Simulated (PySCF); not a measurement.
Input

```
{"job": {"kind": "nmr", "xc": "revPBE", "basis": "pcSseg-1", "pop": false}, "charge": 0, "multiplicity": 1}
C      1.864383    -0.037781     0.195945
C      0.983208     0.272286     1.238864
C      0.399961     1.548168     1.441869
Si    -0.147691     0.623100    -0.428212
C     -1.850027    -0.073352    -0.464680
C     -0.852919    -0.915002    -1.354268
C     -0.423726    -2.159919    -0.816263
N      0.004585    -3.104807    -0.286436
H      2.499166     0.736483    -0.245139
H      2.102734    -1.082273    -0.011231
H      0.504606    -0.585682     1.735382
H     -0.371139     1.658048     2.205651
H      0.960326     2.447158     1.168348
H      0.280588     1.759616    -1.269054
H     -2.612650     0.455536    -1.050308
H     -2.304643    -0.613581     0.375115
H     -1.036762    -0.927998    -2.435584
```

Launched as:

```sh
OMP_NUM_THREADS=1 python ens_run.py task.json out
```

Geometry: PBE0-D3(BJ)/def2-SVP.

These are results of revPBE/pcSseg-1, SCF density, gas phase, non-relativistic in PySCF 2.14.0, not measurements.

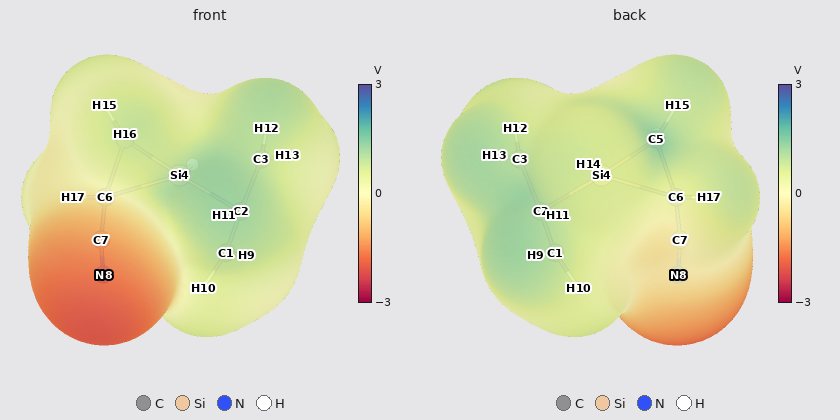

C$_{6}$H$_{9}$NSi. The electrostatic potential painted on the density surface at 0.002 e/bohr³, seen from the front and from behind; red is negative and blue positive.

Which sites attract a positive test charge, and which a negative one?

A positive charge is drawn to the negative regions and a negative charge to the positive ones. The most negative region (about −2.1 V) lies over N8, the most positive (about +1.3 V) over Si4, H9, H11 and H13. N8 is the likeliest acceptor of a hydrogen bond.
